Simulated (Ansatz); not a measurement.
Strength of the Si–Si bond: C2H10Si2 → C2H7Si + SiH3

Species: C2H10Si2 `CC[SiH2][SiH3]`, singlet; C2H7Si `CC[SiH2]`, doublet; SiH3 (silyl radical) `[SiH3]`, doublet. 

Shapes, held fixed at every level: PBE0-D4/def2-TZVP. Flexible molecules stand in one conformer, not always the lowest. Programs: Ansatz 0.2.0. The zero-point and thermal change to 298 K, harmonic and unscaled (PBE0-D4/def2-TZVP), is -10.9 kJ/mol.

```tsv
level	kind	ΔH(298 K) (kJ/mol)
HF/def2-TZVPP	Hartree–Fock	+226.4
r2SCAN-D4/def2-TZVPP	meta-GGA	+298.8
BHLYP-D4/def2-TZVPP	global hybrid	+310.7
r2SCAN0-D4/def2-TZVPP	global hybrid	+299.7
B2PLYP/def2-TZVPP	double hybrid	+304.9
MP2/def2-SVP	perturbation theory	+298.0
CCSD/def2-SVP	coupled cluster or CI	+293.3
MP2/def2-TZVPP	perturbation theory	+314.4
```

MP2/def2-TZVPP gives ΔH(298 K) = +314.4 kJ/mol; the levels span +226.4 to +314.4. The median of the levels is +299.2. Hartree–Fock misses the correlation of the pair that is broken and comes out low. No measured value is set beside it here. Open shells run unrestricted unless RO is named.

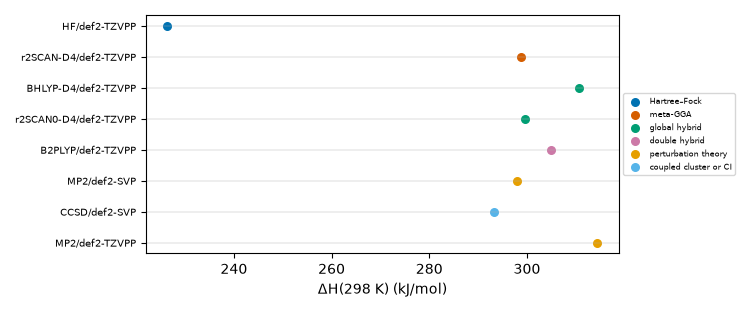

The values of the table, level by level.
